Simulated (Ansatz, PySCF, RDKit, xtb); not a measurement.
# SiAsH5: from the formula to a structure, part 2 of 2

Only the formula SiAsH5 is given. Aim: find the structure of lowest free energy at 298.15 K, then its properties.

xtb, Ansatz and PySCF; isolated molecules.

## 12. Density, orbitals and dipole (PBE0/def2-TZVPD)

Contents of input.yaml:

```yaml
crystal:
  periodic: [false, false, false]
  atoms:
    - {symbol: As, position_ang: [-0.584529, -0.857869, 1.471524]}
    - {symbol: Si, position_ang: [-0.376555, 0.611583, -0.370352]}
    - {symbol: H, position_ang: [-1.079144, 0.259371, 2.380206]}
    - {symbol: H, position_ang: [0.831821, 1.450691, -0.159557]}
    - {symbol: H, position_ang: [-2.003167, -1.244842, 1.076195]}
    - {symbol: H, position_ang: [-0.184844, -0.206075, -1.596478]}
    - {symbol: H, position_ang: [-1.555032, 1.496661, -0.557108]}
basis:
  gaussian:
    orbitals: def2-TZVPD
hamiltonian:
  xc: pbe0
output:
  forces: true
  orbitals: {seedname: orbitals}
```

Command:

```console
$ ansatz run input.yaml --threads 2 --pin off --max-ram 4350MiB --events-out events.jsonl --progress --plain --runs-dir runs
```

Standard output, shortened:

```text
Warning: RAYON_NUM_THREADS=2 ignored (pool sized by the plan → 2); use --threads N
Functional definition: PBE0
  name "PBE0"
[...]
988 factors; their error is unknown
[...]
mean field -68789.75121649 eV, -2527.9767298379 hartree, gradient 2.3e-5 eV, S^2 0.000000; 0 other end points of the search recorded, 0 dependent functions left out
[...]
reference -68789.75124749 eV, -2527.9767309771 hartree; 26, 26 occupied and 116, 116 virtual orbitals, 988 factors
Total energy: -68789.75124749 eV, -2527.9767309771 hartree
Atom 0 at    -0.584529    -0.857869     1.471524 Å, force    -0.005341     0.000794     0.002937 eV/Å
Atom 1 at    -0.376555     0.611583    -0.370352 Å, force     0.009393     0.001570    -0.008529 eV/Å
Atom 2 at    -1.079144     0.259371     2.380206 Å, force     0.000195    -0.000952     0.007285 eV/Å
Atom 3 at     0.831821     1.450691    -0.159557 Å, force     0.001545     0.002672    -0.001431 eV/Å
Atom 4 at    -2.003167    -1.244842     1.076195 Å, force    -0.002905    -0.005999     0.002624 eV/Å
Atom 5 at    -0.184844    -0.206075    -1.596478 Å, force     0.000179     0.000275    -0.003284 eV/Å
Atom 6 at    -1.555032     1.496661    -0.557108 Å, force    -0.003065     0.001640     0.000398 eV/Å
Dipole moment:    -0.063409     0.051301    -0.014291 e Å
```

It took 2.6 s on 2 threads of Arm Neoverse V1, shared host.

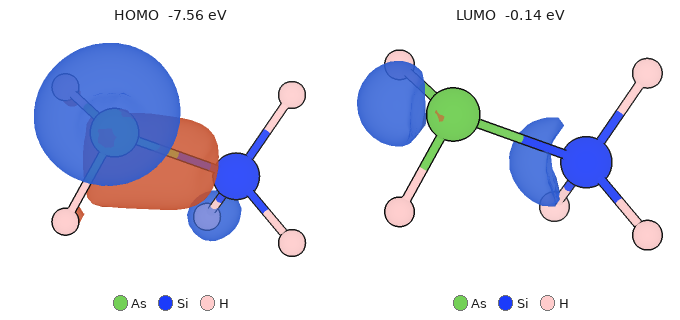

Frontier orbitals of this run, surfaces at ±0.2 Å^-3/2.

## 13. Frequencies after a tight-binding relaxation (GFN2-xTB)

Contents of start.xyz:

```xyz
7
c010
As    -0.584529    -0.857869     1.471524
Si    -0.376555     0.611583    -0.370352
H     -1.079144     0.259371     2.380206
H      0.831821     1.450691    -0.159557
H     -2.003167    -1.244842     1.076195
H     -0.184844    -0.206075    -1.596478
H     -1.555032     1.496661    -0.557108
```

Command:

```console
$ xtb start.xyz --gfn 2 --ohess tight
```

Standard output, shortened:

```text
* xtb version 6.7.1
[...]
          :  # basis functions                  25          :
[...]
          :  # electrons                        14          :
[...]
          :  Hamiltonian                  GFN2-xTB          :
[...]
          :  net charge                          0          :
          :  unpaired electrons                  0          :
[...]
   *** convergence criteria satisfied after 12 iterations ***
[...]
   *** GEOMETRY OPTIMIZATION CONVERGED AFTER 9 ITERATIONS ***
[...]
   *** convergence criteria satisfied after 3 iterations ***
[...]
         ::                     SUMMARY                     ::
         :::::::::::::::::::::::::::::::::::::::::::::::::::::
         :: total energy              -6.639743740763 Eh    ::
         :: gradient norm              0.000021420867 Eh/a0 ::
         :: HOMO-LUMO gap              4.862629184956 eV    ::
         ::.................................................::
         :: SCC energy                -6.682089597137 Eh    ::
         :: -> isotropic ES            0.009891359699 Eh    ::
         :: -> anisotropic ES          0.001525342899 Eh    ::
         :: -> anisotropic XC          0.003345920163 Eh    ::
         :: -> dispersion             -0.003800600484 Eh    ::
         :: repulsion energy           0.042345856374 Eh    ::
         :: add. restraining           0.000000000000 Eh    ::
         :: total charge              -0.000000000000 e     ::
         :::::::::::::::::::::::::::::::::::::::::::::::::::::
[...]
         7        2.0000           -0.3711927             -10.1007 (HOMO)
         8                         -0.1924943              -5.2380 (LUMO)
[...]
     #   Z          covCN         q      C6AA      α(0)
     1  33          2.869    -0.005   214.418    26.836
     2  14          3.677     0.423    99.221    19.085
     3   1          0.972    -0.050     4.090     3.160
     4   1          0.917    -0.111     5.983     3.826
     5   1          0.972    -0.050     4.090     3.160
     6   1          0.917    -0.111     5.983     3.826
     7   1          0.917    -0.095     5.385     3.629
[...]
          | TOTAL ENERGY               -6.639743740764 Eh   |
          | TOTAL ENTHALPY             -6.596182144879 Eh   |
          | TOTAL FREE ENERGY          -6.629896582977 Eh   |
          | GRADIENT NORM               0.000021445522 Eh/α |
[...]
```

Wall time 0.087 s (2 threads of Arm Neoverse V1, shared host).

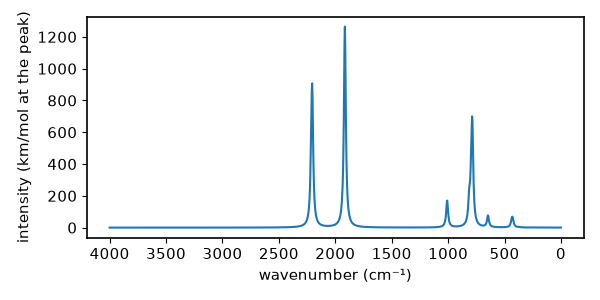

Harmonic infrared spectrum, unscaled, lines broadened by 10 cm⁻¹.

## 14. Electronic excitations (TD-CAM-B3LYP/def2-SVPD)

An in-house driver calls PySCF's response routines at TD-CAM-B3LYP/def2-SVPD; it has no typed input.

Standard output:

```text
coarse grid: 26104 points
cycle   1  E = -2528.1096022471  dE = -9.735e-01  |g| = 2.217e-01  |ddm| = 2.593e+00
cycle   2  E = -2528.1169615655  dE = -7.359e-03  |g| = 1.393e-01  |ddm| = 3.724e-01
cycle   3  E = -2528.1194641223  dE = -2.503e-03  |g| = 1.489e-02  |ddm| = 1.705e-01
cycle   4  E = -2528.1195240741  dE = -5.995e-05  |g| = 6.655e-03  |ddm| = 4.750e-02
cycle   5  E = -2528.1195361500  dE = -1.208e-05  |g| = 1.004e-03  |ddm| = 1.421e-02
cycle   6  E = -2528.1195366437  dE = -4.937e-07  |g| = 2.475e-04  |ddm| = 2.756e-03
final grid: 51864 points
cycle   7  E = -2528.1195231690  dE = -3.655e-08  |g| = 1.480e-04  |ddm| = 9.867e-04
cycle   8  E = -2528.1195231754  dE = -6.400e-09  |g| = 9.654e-05  |ddm| = 4.718e-04
cycle   9  E = -2528.1195231790  dE = -3.601e-09  |g| = 8.878e-06  |ddm| = 1.587e-04
cycle  10  E = -2528.1195231791  dE = -5.912e-11  |g| = 4.316e-06  |ddm| = 3.810e-05
converged SCF energy = -2528.1195231791

Static polarisability (au): isotropic 63.972, principal 56.535 56.659 78.723

Singlet excitations
state   eV       nm        f      main configurations
  1   6.4340    192.7   0.04777   H->L 0.53, H->L+1 0.43
  2   6.5104    190.4   0.01648   H->L+2 0.93
  3   6.7823    182.8   0.29351   H->L+1 0.50, H->L 0.37
  4   7.5412    164.4   0.00872   H->L+3 0.87
  5   7.5584    164.0   0.00585   H->L+4 0.89
  6   7.8324    158.3   0.01474   H-1->L 0.76, H-1->L+1 0.12
  7   8.0313    154.4   0.31452   H-1->L+1 0.71, H->L+5 0.12
  8   8.1612    151.9   0.05144   H-1->L+2 0.73

Triplet excitations (Tamm-Dancoff, eV): 5.5346 5.6757 6.0741
```

Run time: 4.8 s. Hardware: 2 threads of Arm Neoverse V1, shared host.

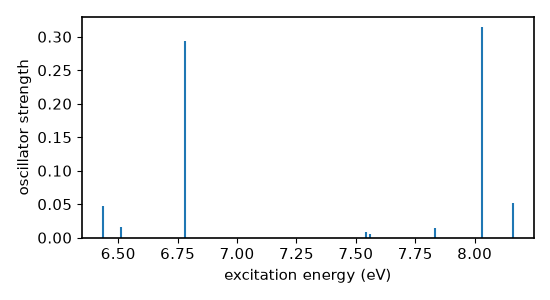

Vertical excitations as sticks.

The roots found:

```tsv
excited state	energy (eV)	strength
1	6.434	0.0478
2	6.510	0.0165
3	6.782	0.2935
4	7.541	0.0087
5	7.558	0.0059
6	7.832	0.0147
7	8.031	0.3145
8	8.161	0.0514
```

## 15. NMR shieldings (GIAO PBE0/pcSseg-1)

An in-house driver calls PySCF's response routines at GIAO PBE0/pcSseg-1; it has no typed input.

Standard output:

```text
coarse grid: 26104 points
cycle   1  E = -2527.7034626976  dE = -1.025e+00  |g| = 6.611e-01  |ddm| = 2.321e+00
cycle   2  E = -2527.7092053311  dE = -5.743e-03  |g| = 4.315e-01  |ddm| = 3.040e-01
cycle   3  E = -2527.7186825111  dE = -9.477e-03  |g| = 7.356e-02  |ddm| = 2.125e-01
cycle   4  E = -2527.7190955068  dE = -4.130e-04  |g| = 1.326e-02  |ddm| = 7.614e-02
cycle   5  E = -2527.7191453055  dE = -4.980e-05  |g| = 1.474e-03  |ddm| = 2.262e-02
cycle   6  E = -2527.7191461608  dE = -8.553e-07  |g| = 4.109e-04  |ddm| = 2.751e-03
final grid: 51864 points
cycle   7  E = -2527.7191514769  dE = -2.350e-08  |g| = 3.745e-04  |ddm| = 1.344e-03
cycle   8  E = -2527.7191514828  dE = -5.887e-09  |g| = 3.652e-04  |ddm| = 9.754e-04
cycle   9  E = -2527.7191515224  dE = -3.964e-08  |g| = 1.558e-05  |ddm| = 4.573e-04
cycle  10  E = -2527.7191515225  dE = -7.867e-11  |g| = 2.745e-06  |ddm| = 2.893e-05
converged SCF energy = -2527.7191515225

GIAO shielding tensors (ppm)
atom      isotropic    diamagn.    paramagn.     s11        s22        s33       span
  0 As    1979.883    2877.621    -897.738   1860.415   1916.973   2162.262    301.847
  1 Si     431.474     878.865    -447.390    406.529    426.174    461.719     55.190
  2 H       29.455      28.569       0.885     22.490     23.951     41.924     19.434
  3 H       27.379      28.341      -0.962     23.783     25.093     33.262      9.480
  4 H       29.455      28.601       0.854     22.490     23.950     41.924     19.434
  5 H       27.379      28.355      -0.976     23.783     25.093     33.262      9.480
  6 H       27.086      28.323      -1.237     23.006     24.970     33.282     10.276
```

It took 3.3 s on 2 threads of Arm Neoverse V1, shared host.

Isotropic shieldings, averaged over atoms that the bond graph makes equivalent (absolute, not shifts):

```tsv
atoms	shielding (ppm)
As1	1979.9
Si2	431.5
H3, H5	29.45
H4, H6, H7	27.28
```

## 16. The cation at the same geometry (PBE0/def2-TZVPD)

Changes to input.yaml since step 12:

```diff
@@ -15,4 +15,5 @@
   xc: pbe0
-output:
-  forces: true
-  orbitals: {seedname: orbitals}
+total_charge: 1
+magnetization:
+  spin_polarized: true
+  initial_magnetization: 1
```

Command:

```console
$ ansatz run input.yaml --threads 2 --pin off --max-ram 4350MiB --events-out events.jsonl --progress --plain --runs-dir runs
```

Standard output:

```text
Warning: RAYON_NUM_THREADS=2 ignored (pool sized by the plan → 2); use --threads N
[... 2 set-up lines as earlier in the session ...]
  parameter a = 0.25
  parameter kappa = 0.804
  parameter beta = 0.06672455060314922
  exchange = (1 - a)*pbe_x(kappa = kappa, mu = beta*pi^2/3) + a*exact_x
  correlation = pbe_c(beta = beta)
988 factors; their error is unknown
mean field evaluation 1: about -68778.2506 eV, gradient 1.5e1 eV
mean field evaluation 2: about -68778.2941 eV, gradient 1.5e1 eV
mean field evaluation 4: about -68779.8110 eV, gradient 1.1e0 eV
mean field evaluation 8: about -68779.8183 eV, gradient 6.6e-2 eV
mean field evaluation 16: about -68780.0591 eV, gradient 2.8e-4 eV
mean field -68780.05911717 eV, -2527.6205517576 hartree, gradient 1.4e-5 eV, S^2 0.755243; 2 other end points of the search recorded, 0 dependent functions left out
reference -68780.05914654 eV, -2527.6205528370 hartree; 26, 25 occupied and 116, 117 virtual orbitals, 988 factors
Total energy: -68780.05914654 eV, -2527.6205528370 hartree
```

Run time: 5.4 s. Hardware: 2 threads of Arm Neoverse V1, shared host.

Difference from the parent: 9.69 eV.

## 17. The anion at the same geometry (PBE0/def2-TZVPD)

Changes to input.yaml since step 16:

```diff
@@ -13,5 +13,3 @@
     orbitals: def2-TZVPD
-hamiltonian:
-  xc: pbe0
-total_charge: 1
+total_charge: -1
 magnetization:
@@ -19 +17,5 @@
   initial_magnetization: 1
+hamiltonian:
+  xc: {name: PBE0}
+scf:
+  lower_state_search: off
```

Command:

```console
$ ansatz run input.yaml --threads 2 --pin off --max-ram 4350MiB --events-out events.jsonl --progress --plain --runs-dir runs
```

Standard output, shortened:

```text
Warning: RAYON_NUM_THREADS=2 ignored (pool sized by the plan → 2); use --threads N
[... 2 set-up lines as earlier in the session ...]
[...]
988 factors; their error is unknown
[...]
mean field -68788.68181467 eV, -2527.9374300459 hartree, gradient 2.2e-6 eV, S^2 0.750983; 0 other end points of the search recorded, 0 dependent functions left out
reference -68788.68184930 eV, -2527.9374313184 hartree; 27, 26 occupied and 115, 116 virtual orbitals, 988 factors
Total energy: -68788.68184930 eV, -2527.9374313184 hartree
Checks for a lower state left out: stability, starts, cluster_reference, orbital_swaps, neighbouring_geometries, increment
```

Wall time 6.6 s (2 threads of Arm Neoverse V1, shared host).

Parent less the species with the added electron: -1.07 eV. The extra electron isn't bound at this geometry, so the number measures the basis, not the molecule.

## 18. The triplet at the same geometry (PBE0/def2-TZVPD)

Contents of input.yaml:

```yaml
crystal:
  periodic: [false, false, false]
  atoms:
    - symbol: As
      position_ang: [-0.584529, -0.857869, 1.471524]
    - symbol: Si
      position_ang: [-0.376555, 0.611583, -0.370352]
    - symbol: H
      position_ang: [-1.079144, 0.259371, 2.380206]
    - symbol: H
      position_ang: [0.831821, 1.450691, -0.159557]
    - symbol: H
      position_ang: [-2.003167, -1.244842, 1.076195]
    - symbol: H
      position_ang: [-0.184844, -0.206075, -1.596478]
    - symbol: H
      position_ang: [-1.555032, 1.496661, -0.557108]
basis:
  gaussian: {orbitals: def2-TZVPD}
magnetization: {spin_polarized: true, initial_magnetization: 2}
hamiltonian: {xc: pbe0}
```

Command:

```console
$ ansatz run input.yaml --threads 2 --pin off --max-ram 4350MiB --events-out events.jsonl --progress --plain --runs-dir runs
```

Standard output, shortened:

```text
Warning: RAYON_NUM_THREADS=2 ignored (pool sized by the plan → 2); use --threads N
[... 7 set-up lines as earlier in the session ...]
988 factors; their error is unknown
mean field evaluation 1: about -68782.5962 eV, gradient 1.4e1 eV
mean field evaluation 2: about -68782.3588 eV, gradient 1.7e1 eV
mean field evaluation 4: about -68784.0915 eV, gradient 8.7e-1 eV
mean field evaluation 8: about -68784.1101 eV, gradient 1.1e-1 eV
mean field evaluation 16: about -68784.3530 eV, gradient 2.9e-3 eV
mean field evaluation 32: about -68784.3364 eV, gradient 1.0e0 eV
mean field -68784.35303881 eV, -2527.7783504674 hartree, gradient 1.0e-5 eV, S^2 2.006042; 6 other end points of the search recorded, 0 dependent functions left out
reference -68784.35308749 eV, -2527.7783522561 hartree; 27, 25 occupied and 115, 117 virtual orbitals, 988 factors
Total energy: -68784.35308749 eV, -2527.7783522561 hartree
```

It took 12 s on 2 threads of Arm Neoverse V1, shared host.

It lies 5.40 eV above the singlet.

## 19. Stability of the closed-shell solution (PBE0/def2-SVP)

Contents of calc.py:

```python
from pyscf import gto, dft

system = gto.M(
    atom='''
As      -0.584529      -0.857869       1.471524
Si      -0.376555       0.611583      -0.370352
H       -1.079144       0.259371       2.380206
H        0.831821       1.450691      -0.159557
H       -2.003167      -1.244842       1.076195
H       -0.184844      -0.206075      -1.596478
H       -1.555032       1.496661      -0.557108
''',
    verbose=3,
    charge=0,
    spin=0,
    max_memory=3100,
    basis='def2-svp',
)

ks = dft.RKS(system, xc='pbe0')
ks = ks.density_fit(auxbasis='def2-universal-jkfit')
ks.grids.level = 3
ks.max_cycle = 100
ks.kernel()
if not ks.converged:
    ks = ks.newton().run(ks.mo_coeff, ks.mo_occ)

etot = ks.e_tot
print('E(%s) = %.9f' % ('PBE0', etot))
mo_i, mo_e, stable_i, stable_e = ks.stability(internal=True, external=True, return_status=True)
print('stable: internal', stable_i, 'external', stable_e)
```

Command:

```console
$ OMP_NUM_THREADS=2 python calc.py
```

Standard output:

```text
converged SCF energy = -2527.59701416899
E(PBE0) = -2527.597014169
<class 'pyscf.df.df_jk.DFRKS'> wavefunction is stable in the internal stability analysis
<class 'pyscf.df.df_jk.DFRKS'> wavefunction is stable in the real -> complex stability analysis
<class 'pyscf.df.df_jk.DFRKS'> wavefunction is stable in the RHF/RKS -> UHF/UKS stability analysis
stable: internal True external True
```

It took 36 s on 2 threads of Arm Neoverse V1, shared host.

## 20. What came out

The summary covers parts 1 to 2.

| quantity | value |
| --- | --- |
| lowest structure found | [SiH3][AsH2], singlet, Cs |
| next finalist | [SiH2][AsH3] ‡, singlet, 39.8 kcal/mol higher in G |
| share at equilibrium, among the finalists | 100.0 % |
| funnel | 12 starts, 5 minima at GFN2-xTB, 5 screening runs, 3 relaxed, 2 ranked |
| CPU time of all runs | 15 min |
| harmonic wavenumbers, lowest and highest (PBE0-D4/def2-TZVP) | 153 and 2236 cm⁻¹ |
| rotational constants, same geometry | 1.606, 0.1247, 0.1245 cm⁻¹ |
| dipole moment (PBE0/def2-TZVPD) | 0.40 D |
| HOMO energy (PBE0/def2-TZVPD) | -7.56 eV |
| LUMO energy (PBE0/def2-TZVPD) | -0.14 eV |
| HOMO–LUMO gap (PBE0/def2-TZVPD) | 7.42 eV |
| lowest excitation (TD-CAM-B3LYP/def2-SVPD) | 6.43 eV (f = 0.048) |
| strongest of the states computed, same level | 8.03 eV (f = 0.315) |
| lowest triplet excitation, same level, Tamm-Dancoff | 5.53 eV |
| vertical ionisation energy | 9.69 eV |
| vertical electron affinity | -1.07 eV (unbound: the value depends on the basis) |
| vertical triplet less singlet | +5.40 eV |

In words: `[SiH3][AsH2]` comes out lowest. Among the finalists first place is clear (39.8 kcal/mol); structures outside the list aren't covered. GFN2-xTB, HF/STO-3G, r2SCAN-D4/def2-SVP, PBE0-D4/def2-TZVP, HF/def2-TZVPP and MP2/def2-TZVPP already put its bonding pattern lowest among the structures in one piece. The largest share of the time went into recheck (28 %). The search is not exhaustive (a finite list of starts, one conformer a finalist), so a lower isomer can't be ruled out. Patterns outside the rules of the enumeration were met only by chance.

‡ marks the bonded skeleton alone, with all bonds drawn single: no Lewis structure was assigned that passes a check against the bond lengths.
